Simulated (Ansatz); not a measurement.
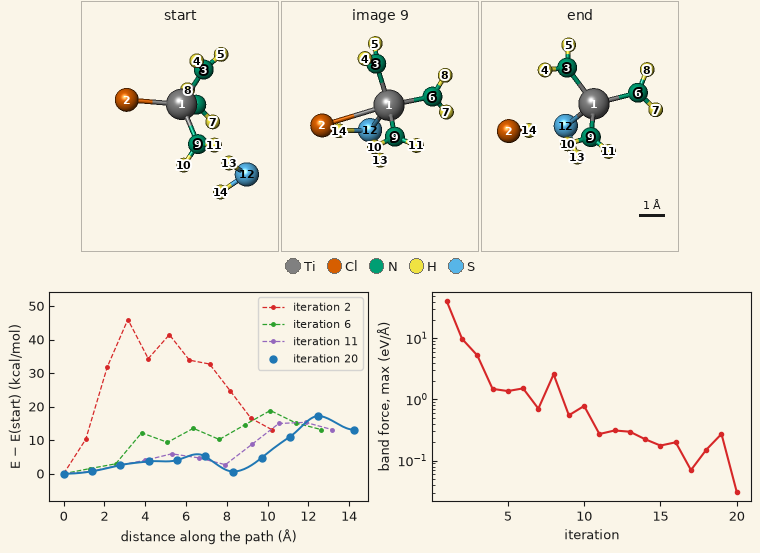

NEB run on TiN3H8SCl. Images are numbered from 0 (start) to 10 (end). The plot follows the band through its iterations. A ball-and-stick model, seen from a free direction.

The calculation used RKS PBE/def2-SVP (Ansatz 0.2.0). Run with 9 movable images; climbing image; force threshold 0.05 eV/Å; iteration limit 60; starting path through a guess of the saddle point.

Question: Judge this run.

Answer: The run is converged, with reservations. The band converged in 20 iterations. The largest component of the band force went from 40 to 0.031 eV/Å. The climbing image converged on the top of the path. Its vibrational analysis gives one imaginary mode (144i cm⁻¹), as a transition state must have. The first iteration put the highest image at 198.1 kcal/mol. The highest point, image 9, lies 17.2 kcal/mol above the start and 4.1 kcal/mol above the end; the end is at +13.1 kcal/mol relative to the start. The profile has 2 maxima (images 5, 9) with a dip at image 6 (+0.7 kcal/mol), so the process runs in steps.

Cost: 15 min on 4 threads of Intel(R) Xeon(R) Processor @ 2.50GHz (Skylake/Cascade Lake) (shared host), peak memory 0.27 GiB.
